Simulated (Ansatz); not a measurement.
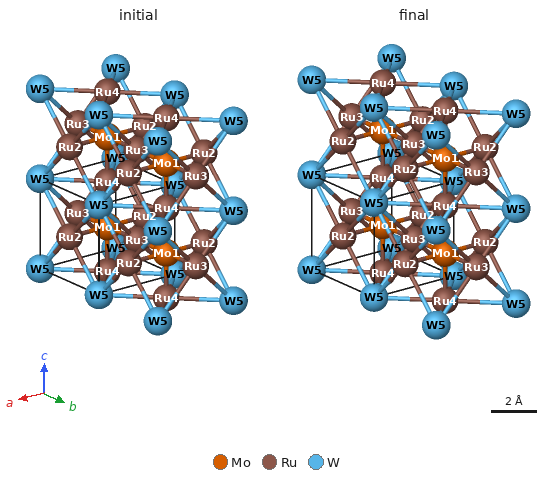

The structure of solid MoRu$_{3}$W (a generated structure, set up in Pm-3m) (coarse preliminary run) before (left) and after (right) a relaxation, at one scale.

The picture is a ball-and-stick view of the cell of the calculation, repeated 1 × 2 × 2 with one cell outlined, seen from a free direction.

Level of theory: Ansatz, DFT PBE, scalar-relativistic, plane waves, PAW. Settings: plane-wave cutoff 420 eV; k-point mesh 4 × 4 × 4; occupations gaussian; smearing width 0.1 eV; no spin polarisation; cell and atoms relaxed; force threshold 0.04 eV/Å; at most 70 steps.

Describe what moved and what it gained.

After 3 accepted moves (4 points after the start) the energy has fallen by 317 meV per atom. All forces vanish by symmetry, so only the cell relaxes. Pressure: 41.88 GPa at the start and 0.11 GPa at the end. The SCF was repeated once at an unchanged geometry on a basis and grid sized afresh for the cell, which shifted the energy by 1.1 meV per atom at most. No atom moves by more than 0.005 Å relative to the cell. The volume changes by +17.9 %, with a = b = c 4.291 → 4.533 Å (+5.6 %). Some distances before and after: Ru2–W5 3.035 → 3.205 Å, Mo1–Ru2 2.146 → 2.266 Å. The space group stays Pm-3m (No. 221). The run took 15 s on 1 thread of Intel(R) Xeon(R) Processor @ 2.70GHz (shared host), peak memory 0.42 GiB.
